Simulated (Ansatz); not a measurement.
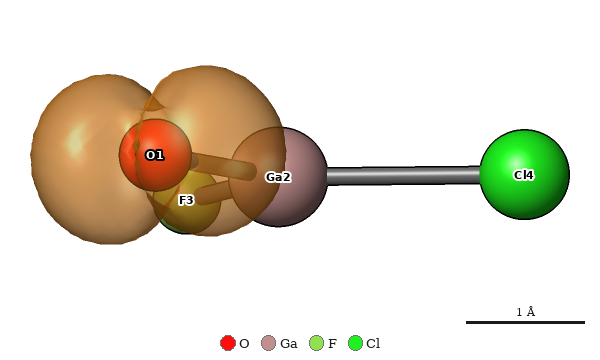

Figure. ClFGaO (SMILES [O][Ga]([F])[Cl]) (doublet). Isosurfaces of the spin density (α minus β) at +0.06 (orange) and −0.06 e/Å³ (purple), seen from one side.

Geometry: PBE0-D4/def2-TZVP.

Level of theory: Ansatz 0.2.0, UKS PBE0-D4/def2-TZVPP.

```yaml
atoms:
  - { symbol: O, position_ang: [1.0551, 0.7442, 1.2816] }
  - { symbol: Ga, position_ang: [0.0601, -0.0575, 0.0245] }
  - { symbol: F, position_ang: [0.3622, -1.7353, -0.2875] }
  - { symbol: Cl, position_ang: [-1.4218, 0.9885, -1.0389] }
```

**Describe the spin distribution.**

The unpaired spin (1 electron) lies mostly on O1 (about 0.9), in electrons by Hirshfeld's partition. Only one sign reaches the isovalue.
